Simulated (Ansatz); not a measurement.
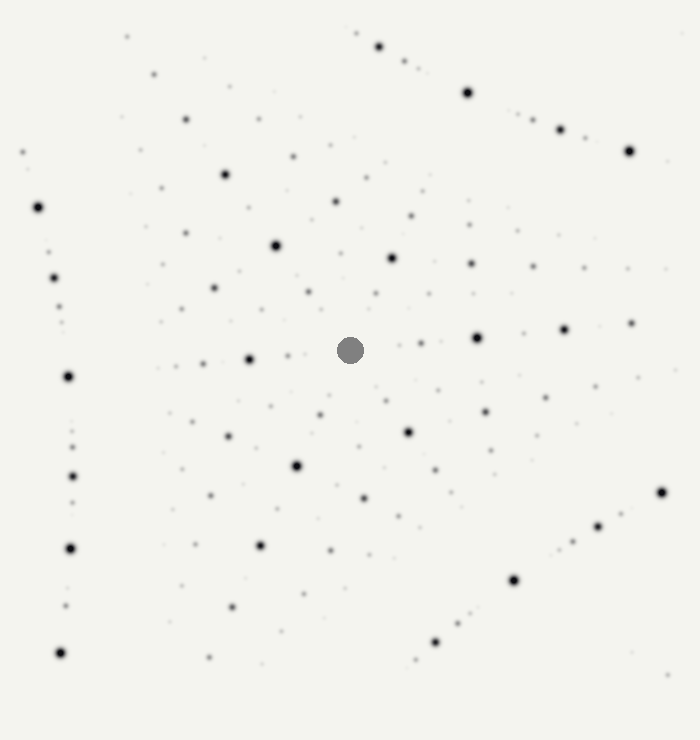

Simulated back-reflection Laue pattern (white X-rays, 0.45 to 2.2 Å, flat plate covering ±45° about the beam, kinematic intensities, seen from the source).

### What symmetry does the pattern show?

3m: a threefold axis with three mirror lines.

The crystal is Ta, space group Im-3m (No. 229), a = 3.34 Å. Structure: the input geometry of an electronic-structure calculation (not necessarily at equilibrium).

### Which direction points towards the source?

[111] or one equivalent to it by a rotation of the Laue group. In Laue class m-3m no other family of directions with a member of indices 0 and ±1 has this symmetry.
